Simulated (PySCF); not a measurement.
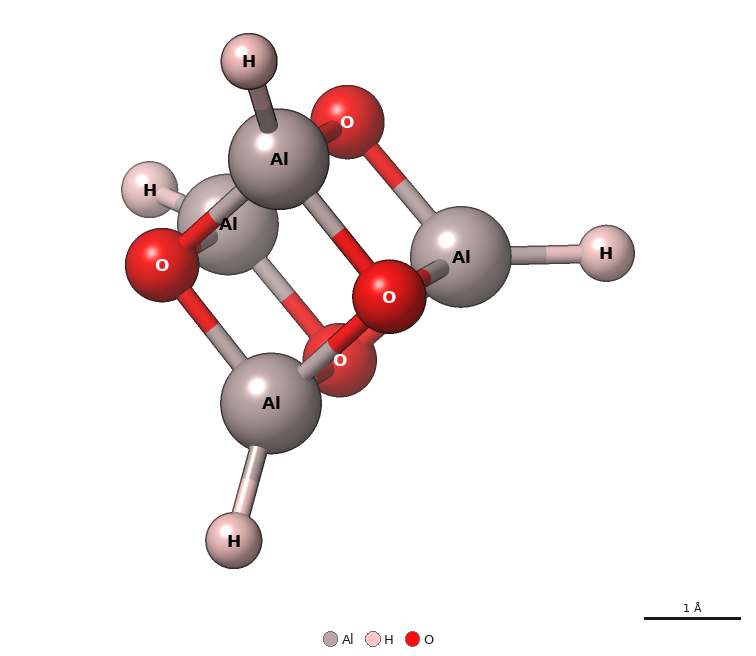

Depth is shown by fading: the farther an atom, the more it takes the colour of the background. The computed structure is the end point of a PBE0-D3(BJ)/def2-SVP optimisation. No frequency run is at hand to confirm it as a minimum. Masses are those of the most abundant isotopes; constants are for the rigid equilibrium geometry.

What kind of rotor is it, and what are its rotational constants in MHz?

A spherical top (Td): A = B = C = 1554 MHz.
